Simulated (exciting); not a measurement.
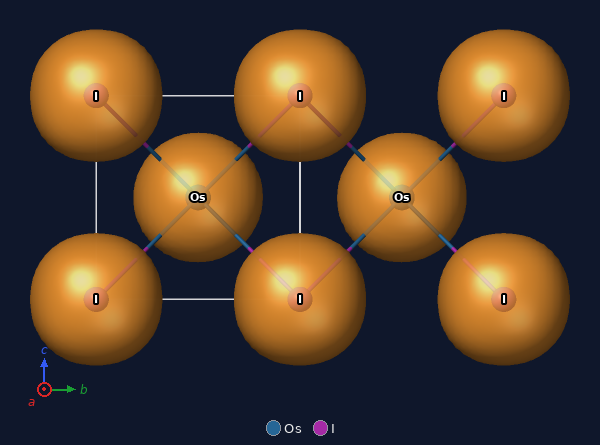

OsI. Isosurface of the total electron density at 0.3 e/Å³ (orange), seen along the a axis. Sticks mark near contacts.

Space group Pm-3m; a generated structure, not necessarily the stable one.

Theory: Kohn-Sham DFT of a periodic cell, PBE, all-electron LAPW+lo, shipped species files (exciting).

The calculation treats all electrons.

```xyz
2
Lattice="3.8405 0.0000 0.0000 0.0000 3.8405 0.0000 0.0000 0.0000 3.8405" Properties=species:S:1:pos:R:3 pbc="T T T"
Os    1.9202    1.9202    1.9202
I     0.0000    0.0000    0.0000
```

**What does this surface tell about the bonding?**

At this value the density breaks into separate islands. It bridges none of the near contacts. It is pinched off along the sampled Os–I (3.33 Å) contacts. On the grid the lowest density along these lines, outside the cores, is 0.17 e/Å³ (Os–I, 3.33 Å).
